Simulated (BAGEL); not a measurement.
# SiH2Cl2 (dichlorosilane (DCS)), step by step

Wanted: a single-point energy (HF/def2-SV(P)), then the energy (NEVPT2(2,2)/def2-SV(P)), then a single-point energy (CASPT2(2,2)/def2-SV(P)) of SiH2Cl2 (dichlorosilane (DCS)). 

The results are computed with BAGEL 1.2.2.

1 further run of the same task is left out (set aside as unsound or not needed).

**1. Starting point**

SiH2Cl2: 5 atoms, total charge 0, spin state singlet. As SMILES, `Cl[SiH2]Cl`. One bond was lengthened or shortened from a relaxed shape.

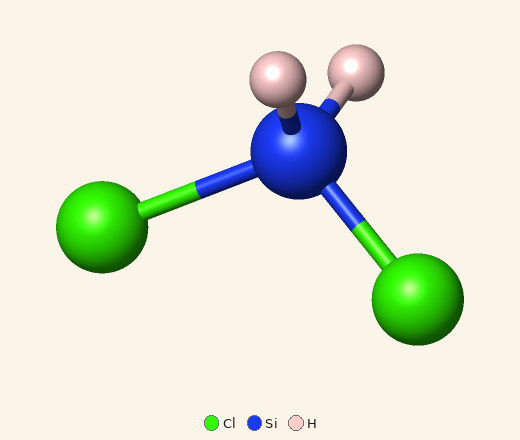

The structure, seen from a chosen angle (chlorine green, silicon blue, hydrogen pink).

**2. A single-point energy at HF/def2-SV(P) (density fitting with svp-jkfit) (run 1)**

The input, input.json:

```json
{ "bagel" : [

{
  "title" : "molecule",
  "basis" : "def2-sv_p_.json",
  "df_basis" : "svp-jkfit",
  "angstrom" : true,
  "geometry" : [
    { "atom" : "Cl", "xyz" : [      -0.895721,      -0.583646,       1.803536 ] },
    { "atom" : "Si", "xyz" : [       0.277179,      -0.261946,       0.165336 ] },
    { "atom" : "Cl", "xyz" : [      -0.799200,       1.196800,      -1.324000 ] },
    { "atom" : "H", "xyz" : [       0.492379,      -1.552446,      -0.516964 ] },
    { "atom" : "H", "xyz" : [       1.536879,       0.366354,       0.607636 ] }
  ]
},

{ "title" : "hf", "charge" : 0 },

{ "title" : "print", "file" : "orbitals.molden", "orbitals" : true }

]}
```

The basis set def2-SV(P) is read from a file made from the Basis Set Exchange's data (not shown).

The run is started by

```console
$ BAGEL_NUM_THREADS=1 BAGEL input.json > input.out
```

Output:

```text
* using 1 threads per process

  ===============================================================
  ===============================================================

  *** Geometry ***

  { "atom" : "Cl", "xyz" : [     -1.692667,     -1.102931,      3.408189 ] },
  { "atom" : "Si", "xyz" : [      0.523792,     -0.495006,      0.312440 ] },
  { "atom" : "Cl", "xyz" : [     -1.510269,      2.261624,     -2.501997 ] },
  { "atom" : "H", "xyz" : [      0.930461,     -2.933698,     -0.976920 ] },
  { "atom" : "H", "xyz" : [      2.904280,      0.692309,      1.148266 ] },

  Number of auxiliary basis functions:      420

  Since a DF basis is specified, we compute 2- and 3-index integrals:
    o Being stored without compression. Storage requirement is 0.011 GB

  Number of basis functions:       58
  Number of electrons      :       50

    * METHOD: MOLECULE                             0.12

  *** RHF ***

  === Nuclear Repulsion ===
   180.1333864021

      * DIIS with orbital gradients will be used.

  === RHF iteration (def2-sv_p_.json) ===
      0      -1208.71579341          0.01224025           0.04
      1      -1208.77455054          0.00545210           0.04
      2      -1208.78689761          0.00096091           0.04
      3      -1208.78740759          0.00013363           0.04
      4      -1208.78742126          0.00003914           0.04
      5      -1208.78742285          0.00001082           0.04
      6      -1208.78742297          0.00000214           0.04
      7      -1208.78742297          0.00000033           0.04
      8      -1208.78742297          0.00000011           0.04
      9      -1208.78742297          0.00000003           0.04
     10      -1208.78742297          0.00000001           0.04
    * SCF iteration converged.

    * Permanent dipole moment:
           (   -0.782373,     0.614642,    -0.322178) a.u.

    * METHOD: HF                                   0.53

    * METHOD: PRINT                                0.01

  ===============================================================
```

It took 0.78 s on 1 thread of Arm Neoverse V2, shared host; peak memory 0.15 GiB.

**3. The energy at NEVPT2(2,2)/def2-SV(P) (density fitting with svp-jkfit) (run 2)**

The input, calc.json:

```json
{ "bagel": [

{
  "title": "molecule",
  "basis": "def2-sv_p_.json",
  "df_basis": "svp-jkfit",
  "angstrom": true,
  "geometry": [
    { "atom": "Cl", "xyz": [   -0.895721,   -0.583646,    1.803536 ] },
    { "atom": "Si", "xyz": [    0.277179,   -0.261946,    0.165336 ] },
    { "atom": "Cl", "xyz": [   -0.799200,    1.196800,   -1.324000 ] },
    { "atom": "H", "xyz": [    0.492379,   -1.552446,   -0.516964 ] },
    { "atom": "H", "xyz": [    1.536879,    0.366354,    0.607636 ] }
  ]
},
{
  "title": "hf"
},
{
  "title": "nevpt2",
  "nstate": 1,
  "nact": 2,
  "nclosed": 24,
  "nspin": 0,
  "active": [17, 26],
  "maxiter": 200,
  "natocc": true,
  "ncore": 15
},
{
  "title": "print",
  "file": "orbitals.molden",
  "orbitals": true
}

]}
```

The basis set def2-SV(P) is read from a file made from the Basis Set Exchange's data (not shown).

The run is started by

```console
$ BAGEL_NUM_THREADS=1 BAGEL calc.json > calc.out
```

Output:

```text
* using 1 threads per process

  ===============================================================
  ===============================================================

  *** Geometry ***

  { "atom" : "Cl", "xyz" : [     -1.692667,     -1.102931,      3.408189 ] },
  { "atom" : "Si", "xyz" : [      0.523792,     -0.495006,      0.312440 ] },
  { "atom" : "Cl", "xyz" : [     -1.510269,      2.261624,     -2.501997 ] },
  { "atom" : "H", "xyz" : [      0.930461,     -2.933698,     -0.976920 ] },
  { "atom" : "H", "xyz" : [      2.904280,      0.692309,      1.148266 ] },

  Number of auxiliary basis functions:      420

  Since a DF basis is specified, we compute 2- and 3-index integrals:
    o Being stored without compression. Storage requirement is 0.011 GB

  Number of basis functions:       58
  Number of electrons      :       50

    * METHOD: MOLECULE                             0.12

  *** RHF ***

  === Nuclear Repulsion ===
   180.1333864021

      * DIIS with orbital gradients will be used.

  === RHF iteration (def2-sv_p_.json) ===
      0      -1208.71579341          0.01224025           0.04
      1      -1208.77455054          0.00545210           0.04
      2      -1208.78689761          0.00096091           0.04
      3      -1208.78740759          0.00013363           0.04
      4      -1208.78742126          0.00003914           0.04
      5      -1208.78742285          0.00001082           0.04
      6      -1208.78742297          0.00000214           0.04
      7      -1208.78742297          0.00000033           0.04
      8      -1208.78742297          0.00000011           0.04
      9      -1208.78742297          0.00000003           0.04
     10      -1208.78742297          0.00000001           0.04
    * SCF iteration converged.

    * Permanent dipole moment:
           (   -0.782373,     0.614642,    -0.322178) a.u.

    * METHOD: HF                                   0.52

    * freezing 15 orbitals
  ---------------------------
      CASSCF calculation
  ---------------------------

    ==== Active orbitals : =====
         Orbital 17
         Orbital 26
    ============================

    * nstate   :      1
    * nclosed  :     24
    * nact     :      2
    * nvirt    :     32
  === CASSCF iteration (def2-sv_p_.json) ===

    * Using the second-order algorithm

      0  0     -1208.78785424     1.11e-04      0.01

      1  0     -1208.78899296     2.63e-04      0.18

      2  0     -1208.79715471     6.44e-04      0.18

      3  0     -1208.79970041     5.08e-04      0.20

      4  0     -1208.80061282     3.94e-04      0.19

      5  0     -1208.80094656     2.49e-04      0.21

      6  0     -1208.80099130     1.01e-04      0.20

      7  0     -1208.80099327     3.42e-05      0.22

      8  0     -1208.80099344     1.12e-05      0.22

      9  0     -1208.80099345     3.63e-06      0.23

     10  0     -1208.80099346     1.17e-06      0.22

     11  0     -1208.80099346     3.74e-07      0.22

     12  0     -1208.80099346     1.20e-07      0.19

     13  0     -1208.80099346     3.84e-08      0.20

     14  0     -1208.80099346     1.23e-08      0.18

     15  0     -1208.80099346     3.95e-09      0.16

    * Second-order optimization converged. *

     guess   0:   closed 1.                   open ..

  === FCI iteration ===

      0  0     -1208.78685104     5.87e-02      0.00
      1  0     -1208.80072333     6.17e-03      0.00
      2  0 *   -1208.80099346     8.47e-16      0.00

     * ci vector, state   0, <S^2> = 0.0000
       2.     0.9927592327
       .2    -0.1201212132

  === DF-NEVPT2 calculation ===

    * 3-index integral transformation done
    * assembly done

      NEVPT2 correlation energy:   -0.3318131198      0.03

          (+0)     -0.2510135287
          (+0)'    -0.0235189455
          (+1)     -0.0136348028
          (+1)'    -0.0000000000
          (+2)     -0.0008862418
          (-1)     -0.0374786361
          (-1)'     0.0000000000
          (-2)     -0.0052809649

      NEVPT2 total energy:       -1209.1328065755

    * METHOD: NEVPT2                               3.22

    * METHOD: PRINT                                0.01

  ===============================================================
```

It took 4.2 s on 1 thread of Arm Neoverse V2, shared host; peak memory 0.15 GiB.

**4. A single-point energy at CASPT2(2,2)/def2-SV(P) (density fitting with svp-jkfit) (run 3)**

The input, job.json:

```json
{ "bagel": [

{
  "title": "molecule",
  "basis": "def2-sv_p_.json",
  "df_basis": "svp-jkfit",
  "angstrom": true,
  "geometry": [
    { "atom": "Cl", "xyz": [   -0.895721,   -0.583646,    1.803536 ] },
    { "atom": "Si", "xyz": [    0.277179,   -0.261946,    0.165336 ] },
    { "atom": "Cl", "xyz": [   -0.799200,    1.196800,   -1.324000 ] },
    { "atom": "H", "xyz": [    0.492379,   -1.552446,   -0.516964 ] },
    { "atom": "H", "xyz": [    1.536879,    0.366354,    0.607636 ] }
  ]
},
{
  "title": "hf"
},
{
  "title": "casscf",
  "nstate": 1,
  "nact": 2,
  "nclosed": 24,
  "active": [17, 26],
  "maxiter": 200,
  "natocc": true
},
{
  "title": "print",
  "file": "orbitals.molden",
  "orbitals": true
},
{
  "title": "smith",
  "method": "caspt2",
  "ms": true,
  "xms": true,
  "sssr": true,
  "shift": 0.2,
  "shift_imag": true,
  "ncore": 15
}

]}
```

The basis set def2-SV(P) is read from a file made from the Basis Set Exchange's data (not shown).

The run is started by

```console
$ BAGEL_NUM_THREADS=1 BAGEL job.json > job.out
```

Output:

```text
* using 1 threads per process

  ===============================================================
  ===============================================================

  *** Geometry ***

  { "atom" : "Cl", "xyz" : [     -1.692667,     -1.102931,      3.408189 ] },
  { "atom" : "Si", "xyz" : [      0.523792,     -0.495006,      0.312440 ] },
  { "atom" : "Cl", "xyz" : [     -1.510269,      2.261624,     -2.501997 ] },
  { "atom" : "H", "xyz" : [      0.930461,     -2.933698,     -0.976920 ] },
  { "atom" : "H", "xyz" : [      2.904280,      0.692309,      1.148266 ] },

  Number of auxiliary basis functions:      420

  Since a DF basis is specified, we compute 2- and 3-index integrals:
    o Being stored without compression. Storage requirement is 0.011 GB

  Number of basis functions:       58
  Number of electrons      :       50

    * METHOD: MOLECULE                             0.12

  *** RHF ***

  === Nuclear Repulsion ===
   180.1333864021

      * DIIS with orbital gradients will be used.

  === RHF iteration (def2-sv_p_.json) ===
      0      -1208.71579341          0.01224025           0.04
      1      -1208.77455054          0.00545210           0.04
      2      -1208.78689761          0.00096091           0.04
      3      -1208.78740759          0.00013363           0.04
      4      -1208.78742126          0.00003914           0.04
      5      -1208.78742285          0.00001082           0.04
      6      -1208.78742297          0.00000214           0.04
      7      -1208.78742297          0.00000033           0.04
      8      -1208.78742297          0.00000011           0.04
      9      -1208.78742297          0.00000003           0.04
     10      -1208.78742297          0.00000001           0.04
    * SCF iteration converged.

    * Permanent dipole moment:
           (   -0.782373,     0.614642,    -0.322178) a.u.

    * METHOD: HF                                   0.51

  ---------------------------
      CASSCF calculation
  ---------------------------

    ==== Active orbitals : =====
         Orbital 17
         Orbital 26
    ============================

    * nstate   :      1
    * nclosed  :     24
    * nact     :      2
    * nvirt    :     32
  === CASSCF iteration (def2-sv_p_.json) ===

    * Using the second-order algorithm

      0  0     -1208.78785424     1.11e-04      0.01

      1  0     -1208.78899296     2.63e-04      0.18

      2  0     -1208.79715471     6.44e-04      0.18

      3  0     -1208.79970041     5.08e-04      0.20

      4  0     -1208.80061282     3.94e-04      0.19

      5  0     -1208.80094656     2.49e-04      0.20

      6  0     -1208.80099130     1.01e-04      0.20

      7  0     -1208.80099327     3.42e-05      0.21

      8  0     -1208.80099344     1.12e-05      0.22

      9  0     -1208.80099345     3.63e-06      0.23

     10  0     -1208.80099346     1.17e-06      0.22

     11  0     -1208.80099346     3.74e-07      0.21

     12  0     -1208.80099346     1.20e-07      0.20

     13  0     -1208.80099346     3.84e-08      0.20

     14  0     -1208.80099346     1.23e-08      0.18

     15  0     -1208.80099346     3.95e-09      0.16

    * Second-order optimization converged. *

     guess   0:   closed 1.                   open ..

  === FCI iteration ===

      0  0     -1208.78685104     5.87e-02      0.00
      1  0     -1208.80072333     6.17e-03      0.00
      2  0 *   -1208.80099346     8.47e-16      0.00

     * ci vector, state   0, <S^2> = 0.0000
       2.     0.9927592327
       .2    -0.1201212132

    * METHOD: CASSCF                               3.08

    * METHOD: PRINT                                0.01

  === SMITH program ===

    * freezing 15 orbitals

    * Approximate memory requirement for SMITH calulation per MPI process:
      o Storage requirement for T-amplitude, lambda, and residual is 0.00 GB
      o Storage requirement for MO integrals is 0.00 GB
    * Calculating and saving rdm4f

    * Zeroth order energy : state  0       -1.0318053380

    * CASPT2 iteration is performed using orthogonal basis

      -------------------------------------------  CASPT2 iteration  ---------------------------------------------------
       #      aibj      arbs      arbi      airj      risj      airs      arst      rist         Etot      error   time
      ------------------------------------------------------------------------------------------------------------------

       0  -0.25036  -0.00626  -0.03745  -0.01429  -0.00111  -0.02017  -0.00000  -0.00000   -0.3296309  0.0020409   0.02
       1  -0.25056  -0.00629  -0.03755  -0.01451  -0.00117  -0.02052  -0.00000   0.00000   -0.3306045  0.0003046   0.01
       2  -0.25057  -0.00629  -0.03754  -0.01452  -0.00117  -0.02054  -0.00000  -0.00000   -0.3306324  0.0000583   0.01
       3  -0.25057  -0.00629  -0.03754  -0.01452  -0.00118  -0.02054  -0.00000   0.00000   -0.3306332  0.0000112   0.02
       4  -0.25057  -0.00629  -0.03754  -0.01452  -0.00118  -0.02054  -0.00000  -0.00000   -0.3306332  0.0000020   0.02
       5  -0.25057  -0.00629  -0.03754  -0.01452  -0.00118  -0.02054  -0.00000  -0.00000   -0.3306332  0.0000004   0.02

      ------------------------------------------------------------------------------------------------------------------

    * CASPT2 energy : state  0    -1209.1336332572
        w/o shift correction      -1209.1316266540
        reference weight              0.8897186240

    * METHOD: SMITH                                0.17

  ===============================================================
```

Run time: 4.2 s. Hardware: 1 thread of Arm Neoverse V2, shared host; peak memory 0.15 GiB.

**5. Summary of results**

| quantity | value |
| --- | --- |
| run 1, HF/def2-SV(P): total energy | -1208.78742 Eh |
| run 1, HF/def2-SV(P): dipole moment | 2.66 D |
| run 1, HF/def2-SV(P): HOMO energy | -12.07 eV |
| run 1, HF/def2-SV(P): LUMO energy | 2.54 eV |
| run 1, HF/def2-SV(P): HOMO–LUMO gap | 14.61 eV |
| run 2, NEVPT2(2,2)/def2-SV(P): total energy | -1209.13281 Eh |
| run 3, CASPT2(2,2)/def2-SV(P): total energy | -1209.13363 Eh |
